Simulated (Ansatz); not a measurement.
# Quasi-harmonic thermodynamics of TePb (Fm-3m), part 2 of 2

Aim: the lattice, expansion, heat capacity and bulk modulus of TePb as it warms.

Ansatz 0.2.0; DFT RPBE, scalar-relativistic, plane waves, PAW.

So far. Step 2 (Probe on a coarse mesh): The start is under 3.7 GPa at this level and looks like an insulator or semiconductor on this mesh. Step 5 (Tight relaxation): The residual pressure is -7.0e-4 GPa, small enough for phonons.

In doubt: the program warns that the response may not be converged on this k-mesh, which bears on the force constants and all frequencies.

### Step 6. A faulty attempt

This input was changed on purpose, to see how the program answers.

input.yaml reads:

```yaml
crystal:
  lattice:
    - [0.0, 3.327588809, 3.327588809]
    - [3.327588809, 0.0, 3.327588809]
    - [3.327588809, 3.327588809, 0.0]
  atoms:
    - { symbol: Te, position: [0.5, 0.5, 0.5] }
    - { symbol: Pb, position: [0.0, 0.0, 0.0] }
kpoints:
  mp_grid: { grid: [8, 8, 8] }
hamiltonian:
  xc: rpbe
scf:
  occupations: { method: fixed }
  max_iter: 50
output:
  eigenvalues: true
phonons:
  method: dfpt
  qmesh: [4, 4, 4]
  thermal_expansion: { pressure: "5 eV" }
```

Launch:

```bash
$ ansatz run input.yaml --threads 4 --pin off --max-ram 8192MiB --backend cpu --events-out ev --progress --plain --runs-dir out
```

Numbers of over 12 decimals in the logs are rounded to 6 here.

The log of the run:

```text
Error: YAML parse error: error: line 21 column 34: expected [pressure], got [energy] (`eV`)
  --> <input>:21:34
   |
19 |   method: dfpt
20 |   qmesh: [4, 4, 4]
21 |   thermal_expansion: { pressure: "5 eV" }
   |                                  ^ expected [pressure], got [energy] (`eV`)
```

It took 0.02 s on 4 threads of Intel Xeon Gold 6455B (Sapphire Rapids), shared host; peak memory 0.03 GiB.

The program refused the input before any cycle.

The program's message: “Error: YAML parse error: error: line 21 column 34: expected [pressure], got [energy] (`eV`)
  --> <input>:21:34
   |
19 |   method: dfpt
20 |   qmesh: [4, 4, 4]
21 |   thermal_expansion: { pressure: " …”

The fault put into the input: a pressure in the wrong unit.

### Step 7. Phonons on strained cells

The study relaxes the crystal at several strains, solves the phonons on some of them and minimises the free energy at each temperature (static energy, vibrations, the electrons in a metal, and PV under a set pressure); the q-mesh sets how far the force constants reach.

Changes to input.yaml since step 6:

```diff
@@ -14,3 +14,2 @@
   occupations: { method: fixed }
-  max_iter: 50
 output:
@@ -20,2 +19,3 @@
   qmesh: [4, 4, 4]
-  thermal_expansion: { pressure: "5 eV" }
+  temperatures: { t_max: 800.0, t_step: 50 }
+  thermal_expansion: {}
```

The log of the run:

```text
The last accepted step is kept in <dir> (removed where the run ends without a failure and the disk answers)
Engine: ansatz 0.2.0, x86_64-unknown-linux-gnu
Pseudopotentials: kind: paw
Pseudopotential: Te, paw, valence charge 16, recommended cutoff 420 eV (normal), Te.paw.azcp
Pseudopotential: Pb, paw, valence charge 14, recommended cutoff 420 eV (normal), Pb.paw.azcp
Functional definition: RPBE
  parameter kappa = 0.804
  parameter beta = 0.066725
  exchange = rpbe_x(kappa = kappa, mu = beta*pi^2/3)
  correlation = pbe_c(beta = beta)
Crystal: 2 atoms, lattice volume = 73.692 Å³
Basis set: ecut = 487.2 eV, 1807 PW (Γ), exchange–correlation on 72×72×72 points (8 copies of the dense FFT grid, shifted against one another)
Bands: 19, of which v1, the nominal top of the filled ones, is band 15 counted from 1 (14 counted from 0)
Symmetry: 48 space group operations
Space group: Fm-3m (ITA 225), of the structure as read, at distance tolerance 4.2e-5 Å
k-points: 29 of 512
Non-local potential: Te, projectors of the file, l = 0: 2, l = 1: 2, l = 2: 2, l = 3: 2
Non-local potential: Pb, projectors of the file, l = 0: 2, l = 1: 2, l = 2: 2, l = 3: 2
PAW form: soft (Blöchl's): semilocal exchange-correlation on the pseudo side does not see the compensation charge
PAW frozen core: Te, regenerated for the run's functional, and the local potential with it (the file was generated under x = pbe(κ = 0.804, μ = 0.219515), c = pbe(β = 0.066725))
PAW frozen core: Pb, regenerated for the run's functional, and the local potential with it (the file was generated under x = pbe(κ = 0.804, μ = 0.219515), c = pbe(β = 0.066725))
PAW one-centre angular grid: Te, 590 points (default); XC on 64 Gauss nodes
PAW one-centre angular grid: Pb, 590 points (default); XC on 64 Gauss nodes
Initial density: superposition of atomic densities (neutral atoms: chi_scale 0, normalization atom), corrected by the library's trained network
Initial wavefunctions: pseudopotential atomic-orbital guess
Functional: x = rpbe, c = pbe(β = 0.066725)
SCF iter   1: F=—  HF=-18911.354265 eV  |F-HF|=—  |Δ(HF+E_count)|=         —  Δρ=1.79e-3  dr2=2.23e-3  ethr=1.77e-3  ⟨swp⟩=5.0  Hψ=2314  notcnv=0  defer=42
preconditioner: auto → none  [insulator: Δε(μ)=0.969 eV  Ē_g=14.566 eV  n_scr=14 (ndim 8)  ℏωp=19.3 eV  f_vac=0.023  ε∞_Penn≈2.8]
SCF iter   2: F=—  HF=-18911.352086 eV  |F-HF|=—  |Δ(HF+E_count)|=   2.18e-3  Δρ=6.23e-4  dr2=1.73e-4  ethr=7.43e-6  ⟨swp⟩=2.7  Hψ=1321  notcnv=0  defer=51
SCF iter   3: F=—  HF=-18911.352198 eV  |F-HF|=—  |Δ(HF+E_count)|=   1.13e-4  Δρ=3.33e-4  dr2=5.04e-5  ethr=5.77e-7  ⟨swp⟩=2.0  Hψ=1007  notcnv=0  defer=49
[...]
relax step   1: F+E_penalty+E_count = -18911.35227084 eV  Δ(F+E_penalty+E_count) = +0.000e0 eV  max|allowed force component| = 1.670e-29 eV/Å  Δτ_max = 0.0000 Å  (8 SCF iters, accepted)
SCF converged after 8 iterations
Free energy (F): -18911.352271 eV
Harris-Foulkes:  -18911.352271 eV  (|F-HF|=1.09e-11)
Internal energy: -18911.352271 eV  (E = F + TS)
E sigma→0 (E₀):  -18911.352271 eV
Fermi energy:    7.474881 eV
--- Per-component energies (eV) ---
  E_band       = -346.072990
  E_kinetic    = 465.901176
  E_local      = -2516.468288  (includes V_loc(G=0)·N_el)
  E_nonlocal   = 38.428602
  E_hartree    = 1306.224899
  E_xc         = -345.138554
  E_vxc        = -235.292385  (∫ρ·V_xc dr)
  E_paw        = -15090.230747  (= ΣΔE_a)
  E_vpaw       = -711.092040  (= ΣTr[D̂ρ^β])
  E_aug_tail   = -0.000017  (compensation charges beyond the density's cutoff)
  E_ewald      = -2770.108433
  E_core_change = 0.039091  (= ΣΔE_core)
  E_smearing   = -0.000000  (= −TS)
  E_closure    = -0.000000  (closes the sum)
  Σ components = -18911.352271   (vs F -18911.352271, Δ=0.00e0)
--- Forces (eV/Å), atoms counted from 1 ---
  atom   1  Te     0.00000000    -0.00000000    -0.00000000
  atom   2  Pb    -0.00000000     0.00000000     0.00000000
  max |Σ_I F_I| component: 2.97e-29 eV/Å
--- Stress (GPa, compression-positive) ---
       -0.001437       0.000000       0.000000
       -0.000000      -0.001437      -0.000000
        0.000000      -0.000000      -0.001437
  P = ⅓ Tr σ = -0.0014 GPa (-0.014 kbar)
--- Band table (eV; the first three rows and the last of 29) ---
  k-point 0: bands = [... 11 lower, 1.7075, 6.4405, 6.4405, 6.4405, 11.4825, 11.4825, 11.4825, 13.5157]
  k-point 1: bands = [... 11 lower, 1.3816, 6.4763, 6.4763, 6.6052, 10.7878, 10.9637, 10.9637, 13.3977]
  k-point 2: bands = [... 11 lower, 0.6112, 6.5860, 6.5860, 6.9424, 9.6977, 10.0414, 10.0414, 13.6793]
  k-point 28: bands = [... 11 lower, -0.1919, 4.3009, 4.3009, 7.2411, 9.2748, 12.6763, 12.6763, 14.2229]
── thermal expansion: 3 new cells, 3 in all ──
thermal expansion: relaxation of cell 2
thermal expansion: relaxation of cell 3
── thermal expansion: 2 new cells, 5 in all ──
thermal expansion: relaxation of cell 4
thermal expansion: lower-state search of cell 4
thermal expansion: phonons of cell 4
WARN: thermal expansion: vibrations_at_or_below_zero in the phonons of 1 cell: 4
this run last wrote the structure of step 1 to <dir>
--- Relaxed structure (1 steps of the walk, 1 accepted, 0 SCFs on fresh bases) ---
  F+E_penalty+E_count = -18911.35227084 eV   max|allowed force component| = 1.670e-29 eV/Å
  atoms:
    - { symbol: Te, position: [0.5, 0.5, 0.5] }
    - { symbol: Pb, position: [0.0, 0.0, 0.0] }
--- Thermal expansion: 5 cells in 2 rounds, 0 GPa ---
  no lower state was reached at cell 4
  not told: vibrations stand at or below zero in cell 4 (0.047 modes a cell, the lowest at -21.9 cm⁻¹): the crystal is at no minimum there, or its k-points are too few: type the crystal that it becomes, another pressure, or a denser kpoints.mp_grid, in a new run
  vibrations_at_or_below_zero in the phonons of 1 cell: 4
Error: vibrations stand at or below zero in cell 4 (0.047 modes a cell, the lowest at -21.9 cm⁻¹): the crystal is at no minimum there, or its k-points are too few: type the crystal that it becomes, another pressure, or a denser kpoints.mp_grid, in a new run
```

Elapsed: 3.5 min, on 4 threads; peak memory 2.3 GiB.

The run ended with an error.

The program's message: “vibrations stand at or below zero in cell 4 (0.047 modes a cell, the lowest at -21.9 cm⁻¹): the crystal is at no minimum there, or its k-points are too few: type the crystal that it becomes, another p …”

### Step 8. Phonons of the refused cell

The study refused this cell, so its phonons are run alone to see which modes are imaginary.

input.yaml, the sections that differ from step 7:

```yaml
phonons:
  method: dfpt
  dielectric: true
  rigid_motions: translations
  qmesh: [4, 4, 4]
  temperatures: { t_max: 1000, t_step: 50 }
  qpath:
    path:
      - [[0.0, 0.0, 0.0], [0.5, 0.0, 0.5], [0.625, 0.25, 0.625]]
      - [[0.375, 0.375, 0.75], [0.0, 0.0, 0.0], [0.5, 0.5, 0.5], [0.5, 0.25, 0.75], [0.5, 0.0, 0.5]]
    npoints: 10
# crystal, kpoints, hamiltonian, scf, output: as in step 7
```

The log of the run:

```text
[...]
Crystal: 2 atoms, lattice volume = 73.692 Å³
Basis set: ecut = 420 eV, 1459 PW (Γ), exchange–correlation on 64×64×64 points (8 copies of the dense FFT grid, shifted against one another)
Bands: 19, of which v1, the nominal top of the filled ones, is band 15 counted from 1 (14 counted from 0)
Symmetry: 48 space group operations
k-points: 59 of 512 (irreducible under 8 space group operations, time reversal used)
[...]
SCF iter   1: F=—  HF=-18911.352983 eV  |F-HF|=—  |Δ(HF+E_count)|=         —  Δρ=1.84e-3  dr2=2.30e-3  ethr=1.77e-3  ⟨swp⟩=5.0  Hψ=4703  notcnv=0  defer=90
[...]
SCF iter   8: F=-18911.351004 eV  HF=-18911.351004 eV  |F-HF|=3.64e-12  |Δ(HF+E_count)|=  3.93e-10  Δρ=8.63e-8  dr2=7.44e-12  ethr=1.00e-12  ⟨swp⟩=8.1  Hψ=8247  notcnv=0
SCF 1 converged in 8 iterations: F = -18911.351004 eV  dr2 = 7.44e-12
[...]
DFPT response loops at Γ: preconditioner auto → none (the input reference at scf.mixing.eps_inf says where Resta's filter doesn't serve); β = 0.50; Broyden in place of MSR1
── the response to a field inside a basis, on 12×12×12 k-points: an SCF that follows is theirs, and a resumed run solves both again ──
Bands: 16, of which v1, the nominal top of the filled ones, is band 15 counted from 1 (14 counted from 0)
k-points: 182
[...]
Eigensolver: Dense (182 Hₖ)
SCF iter   1: F=—  HF=-18911.345716 eV  |F-HF|=—  |Δ(HF+E_count)|=         —  Δρ=7.33e-5  dr2=8.67e-7  ethr=1.00e-1
[...]
SCF iter   4: F=-18911.345719 eV  HF=-18911.345719 eV  |F-HF|=7.11e-9  |Δ(HF+E_count)|=   1.94e-8  Δρ=3.08e-6  dr2=2.78e-9  ethr=5.35e-10
SCF 1 converged in 4 iterations: F = -18911.345719 eV  dr2 = 2.78e-9
[...]
WARN: field response: ε∞ stands inside a basis, on 12×12×12 points; the force constants stand on the 8×8×8 k-mesh, whose period is 9.67 times the interband length at k = (0.0000, 0.0000, -0.5000), direct gap 0.965 eV, under 14: take them and everything formed from them as unconverged, and compare with a denser kpoints.mp_grid
NSCF: frozen V_eff on 29 k-points
[...]
DFPT response loops at q = (0, 0, 0.25) (fractional): preconditioner auto → Resta (q_TF=auto, 2.349 Å⁻¹)  ε∞=7.9 (no band partly filled); β = 1.00, the filter's whole step (`scf.mixing.beta` (0.50) is not read by the response loops at its default; to damp them type it under 1.00, their step now; it binds the ground state too); Broyden in place of MSR1
[...]
SCF converged after 8 iterations
Free energy (F): -18911.351004 eV
[...]
Internal energy: -18911.351004 eV  (E = F + TS)
E sigma→0 (E₀):  -18911.351004 eV
Fermi energy:    7.475032 eV
[...]
--- Band table (eV; the first three rows and the last of 59) ---
  k-point 0: bands = [... 11 lower, 1.7077, 6.4405, 6.4405, 6.4405, 11.4826, 11.4826, 11.4826, 13.5159]
  k-point 1: bands = [... 11 lower, 1.3819, 6.4763, 6.4763, 6.6052, 10.7879, 10.9638, 10.9638, 13.3979]
  k-point 2: bands = [... 11 lower, 0.6114, 6.5861, 6.5861, 6.9425, 9.6978, 10.0415, 10.0415, 13.6795]
  k-point 58: bands = [... 11 lower, -0.1917, 4.3010, 4.3010, 7.2412, 9.2749, 12.6764, 12.6764, 14.2231]
--- Phonons (Γ-DFPT): 2 representative perturbations + reference, on 59 of 512 k-points (Σ response iterations 7) ---
  k mesh reduced under 8 symmetry operations, with k and −k counted as one. Each operation leaves every solved perturbation unchanged. A smaller set is not considered because the run solves the response to a homogeneous field
  ASR residual: 7.284e-5 → 0.000e0 eV/Å²; symmetrization residual: 6.679e-7 eV/Å²
  ASR residual per site (eV/Å²): 7.28e-5 2.45e-5
  Γ frequencies (cm⁻¹): -21.77 -21.77 -21.77 0.00 0.00 0.00
  ε∞ (high-frequency dielectric tensor):
       23.915800     0.000000     0.000000
        0.000000    23.915800    -0.000000
        0.000000    -0.000000    23.915800
  softest optical mode at Γ: -21.77 cm⁻¹; the repairs (sum rule, projections) moved no ω² at Γ by more than (0.40 cm⁻¹)²
  Born effective charges Z* (e; rows j = field, columns β = displacement):
    site 0:
        -5.64948   -0.00000   -0.00000
         0.00000   -5.64948    0.00000
        -0.00000   -0.00000   -5.64948
    site 1:
         5.64948    0.00000    0.00000
        -0.00000    5.64948   -0.00000
         0.00000    0.00000    5.64948
  Z* charge neutrality: 4.226e-3 e pre-enforcement
  solved inside a basis spanned on kpoints, on 12×12×12 k-points transformed towards the longest dipole: ε∞ is read to err by 9.8e-2, Z* by 3.5e-2 e (field_mesh: kpoints solves on kpoints); Z* is corrected for what the basis lacks
  optical modes at Γ without the LO–TO term, one row a degenerate level:
      ω (cm⁻¹)  modes    IR ((D/Å)²/amu)
        -21.77      3            27.9734
  optical modes at Γ + LO–TO along q̂ = [1.0000, 0.0000, 0.0000]:
      ω (cm⁻¹)  modes    IR ((D/Å)²/amu)
        -21.77      2            18.6489
        103.97      1             9.3245
  optical modes at Γ + LO–TO along q̂ = [0.0000, 1.0000, 0.0000]:
      ω (cm⁻¹)  modes    IR ((D/Å)²/amu)
        -21.77      2            18.6489
        103.97      1             9.3245
  optical modes at Γ + LO–TO along q̂ = [0.0000, 0.0000, 1.0000]:
      ω (cm⁻¹)  modes    IR ((D/Å)²/amu)
        -21.77      2            18.6489
        103.97      1             9.3245
--- Phonons (arbitrary-q DFPT): 8 irreducible q on the 4×4×4 mesh ---
  q = [0.0000, 0.0000, 0.0000] (star 1, of the zone-centre solve; hermiticity 9.71e-6, symmetrization 4.02e-11): -21.77 -21.77 -21.77 -0.00 0.00 0.00
  q = [0.0000, 0.0000, 0.2500] (star 8, 2 solved perturbations on 288 of 512 k-point pairs; hermiticity 2.82e-5, symmetrization 7.84e-8): 32.03 32.03 51.96 72.20 72.20 107.70
[...]
q = [0.0000, 0.2500, 0.2500] (star 6, 4 solved perturbations in 528 linear systems a pass and spin channel, the states on 164 of 512 k-point pairs; hermiticity 1.51e-5, symmetrization 3.72e-8): 18.69 18.69 40.19 40.19 60.69 91.92
[...]
sum rule: each row above includes the acoustic sum rule's correction from the zone centre's row sums; it moved no ω² by more than (0.39 cm⁻¹)²
  mesh force constants: q→R imaginary residual 4.06e-19; ASR residual 7.284e-5 → 0.000e0 eV/Å²; symmetrization residual 1.554e-15 eV/Å²
  interpolated dispersion: 63 rows × 6 modes
  density of states and harmonic sums: on the 16×16×16 q-mesh, interpolated from the force constants of a 4×4×4 supercell (with the dipole–dipole term)
  largest difference from the sums on the solved wave vectors: F 1.95e-2 eV, S 2.68e-5 and C_V 7.36e-6 eV/K
  zero-point energy: 0.021610 eV/cell   skipped modes (ω ≤ 0): 10, of them read as no rigid motion or as one in doubt: 7 (7.568e-3 modes/cell left out, lowest -21.77 cm⁻¹)   left out of the sums: 1.38e-3 of the cell's modes: C_V's classical limit lies that fraction below 3 k_B per atom; for a crystal, a wire or a layer, F and S can be off by more, and a phonons.interpolated_qmesh denser along its periods is the remedy for the sampling
```

Wall time 99 s (4 threads); peak memory 1.9 GiB; 6.2 min of CPU time.

Numbers from this step:

| Quantity | Value |
| --- | --- |
| Γ frequencies | -21.77, -21.77, -21.77, 0, 0, 0 cm⁻¹ (negative: imaginary) |
| lowest frequency on the path | -21.77 cm⁻¹ |
| point group | m-3m |
| highest frequency | 108.2 cm⁻¹ |

ε∞:

```
23.92  0.00  0.00
 0.00 23.92  0.00
 0.00  0.00 23.92
```

Born charge (rows field, columns displacement) (e), principal values of the symmetric part by kind of site:

```tsv
atom	atoms with these values	low	middle	high	mean
Te1	1	-5.65	-5.65	-5.65	-5.65
Pb2	1	5.65	5.65	5.65	5.65
```

In full for Pb2:

```
5.65 0.00 0.00
0.00 5.65 0.00
0.00 0.00 5.65
```

LO-TO term included. Phonon branches along the path, in cm⁻¹:

```tsv
point	branch 1	branch 2	branch 3	branch 4	branch 5	branch 6
Γ	-22	-22	0	0	0	104
X	17	17	24	49	49	61
U	30	32	50	60	70	86
jump to K	30	32	50	60	70	86
Γ	-22	-22	0	0	0	104
L	48	48	84	84	84	98
W	27	27	57	57	58	87
X	17	17	24	49	49	61
```

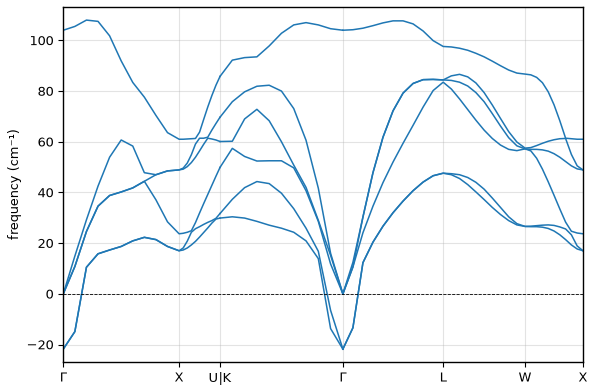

Phonon branches along the path.

Tetrahedra on 16 16 16, mean over bins of 2 cm⁻¹. Table of phonon density of states by wavenumber; read off at these points:

```tsv
wavenumber (cm⁻¹)	phonon density of states (1/cm⁻¹/cell)
-21.0	0
-13.0	2.2e-4
-5.0	4.1e-4
1.0	5.8e-4
9.0	9.8e-4
17.0	0.00753
25.0	0.0593
29.0	0.131
33.0	0.0969
41.0	0.0779
47.0	0.0542
55.0	0.0848
61.0	0.102
63.0	0.0906
71.0	0.0738
79.0	0.0737
81.0	0.0845
87.0	0.0351
93.0	0.0582
101.0	0.0219
107.0	0.0326
109.0	4.0e-5
```

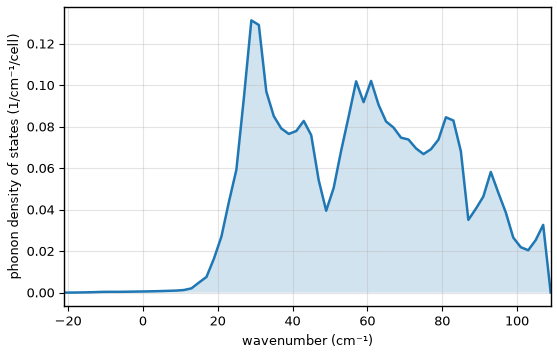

Phonon density of states against wavenumber.

No LO-TO term. The modes at Γ (shares of kinetic energy by element, %) (negative means imaginary):

```tsv
mode	frequency (cm⁻¹)	symmetry	Te %	Pb %
1	-21.8	T1u	62	38
2	-21.8	T1u	62	38
3	-21.8	T1u	62	38
4	0.0	T1u	38	62
5	0.0	T1u	38	62
6	0.0	T1u	38	62
```

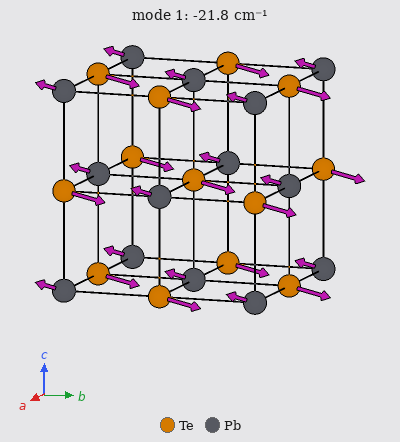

Displacement patterns of mode 1 at Γ; arrows are exaggerated. Some periodic images of atoms are drawn too.

The modes has structure finer than the step of the table below, so its rows give means over 10 cm⁻¹, whole bins alone (the curve runs from -31.8 to 121 cm⁻¹). Peaks (cm⁻¹: height): Pb 29.9: 0.113; Te 56.9: 0.0652, 81.9: 0.0696.

Phonopy on the run's constants, 15x15x15 mesh, Gaussian sigma 2.0 cm⁻¹. The modes by wavenumber; means over each step; values in 1/cm⁻¹/cell:

```tsv
wavenumber (cm⁻¹)	Pb	Te
-20	3.2e-5	5.2e-5
-10	5.7e-4	7.7e-5
0	2.2e-4	4.2e-5
10	0.00169	3.1e-4
20	0.0261	0.00213
30	0.0941	0.00624
40	0.0681	0.0112
50	0.0284	0.0336
60	0.0290	0.0624
70	0.0251	0.0476
80	0.0142	0.0606
90	0.00457	0.0447
100	0.00500	0.0246
110	0.00292	0.00643
```

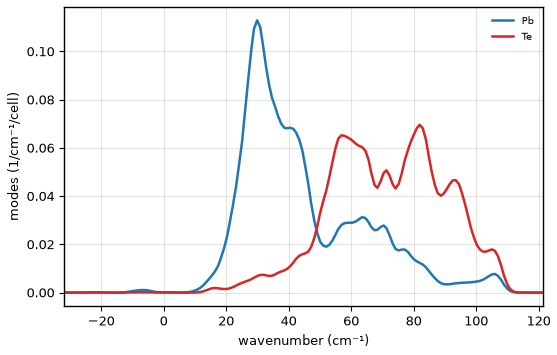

Modes against wavenumber.

The lowest solved frequency is -21.8 cm⁻¹, so the cell is unstable here and gives no valid free energy.

### Step 9. What came out

| Item | Value |
| --- | --- |
| lowest frequency at the solved wavevectors | -21.8 cm⁻¹ |

What this shows: With imaginary harmonic modes at the relaxed cell the quasi-harmonic free energy is undefined, so no expansion is obtained for this phase at this level. The softest solved mode is 22i cm⁻¹ at q = (0, 0, 0), and 1 of 8 solved wavevectors carry a mode beyond 8i cm⁻¹. The starting cell comes from a crystallographic database, so the instability may belong to the level of theory or to the 0 K harmonic picture and not to the crystal; this functional changes the volume by +9 % against that cell. The log warns that the k-mesh is coarse for the response calculation and asks for a check on a denser one. The PAW files were made for PBE and are used here under another functional, for which the program regenerates the frozen cores. The cell of these runs is 9 % larger in volume than the database cell; frequencies and all that rests on them shift with it.

[Logs are printed without paths, hosts, clocks, repeated set-up lines and the standing remarks that a program may print on its own settings, such as how far it seeks lower states.]

[Hosts, paths, dates, database ids (printed as entryN), source tags and the programs' standing remarks are cut or masked in the printed files.]

[A step with changed settings may run another functional than the one named; its input shows which.]

[Pressures of single members of a volume series are the stress at the run's cutoff; with an incomplete basis they can lie off −dE/dV of the same runs, and they are not shown converged.]
